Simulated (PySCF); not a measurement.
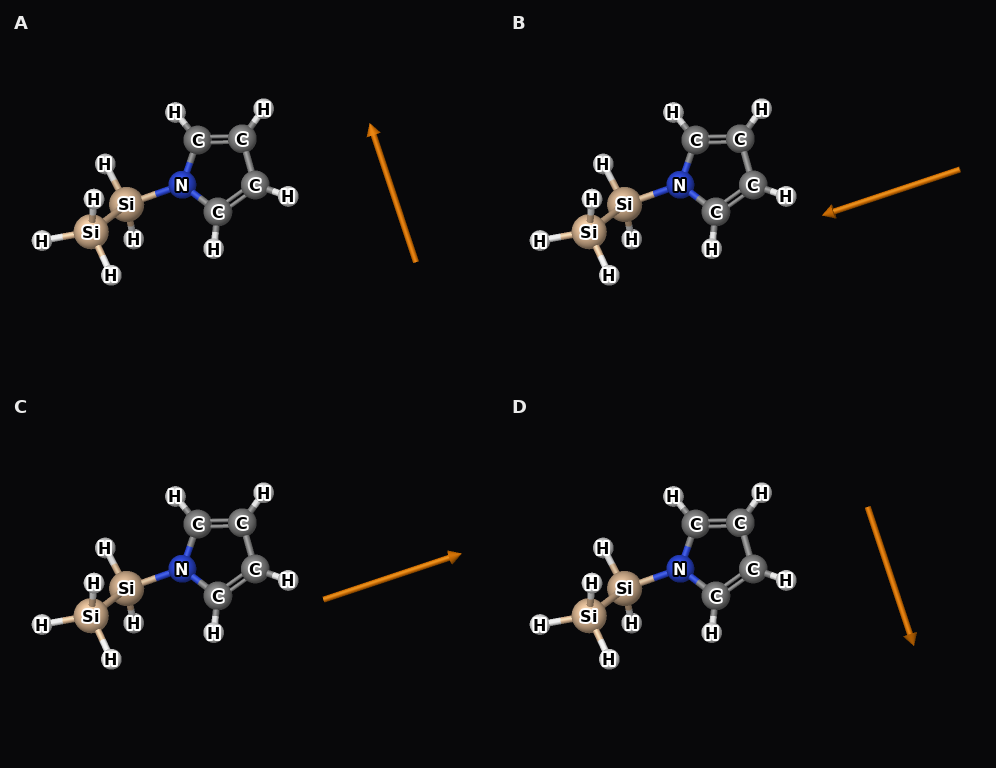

The same molecule four times, each with an arrow. The geometry was computed by an optimisation with GFN2-xTB. No frequency run is at hand to confirm it as a minimum. Level of theory: CAM-B3LYP/def2-SVPD, gas phase (PySCF 2.14.0).

### Which arrow points along the dipole moment, from the negative to the positive end?

B. The dipole moment is 1.51 D.

The geometry is semi-empirical. Around Si such bond lengths and angles can be off by a tenth of an ångström or more and by several degrees, and values that hang on the shape move with them.
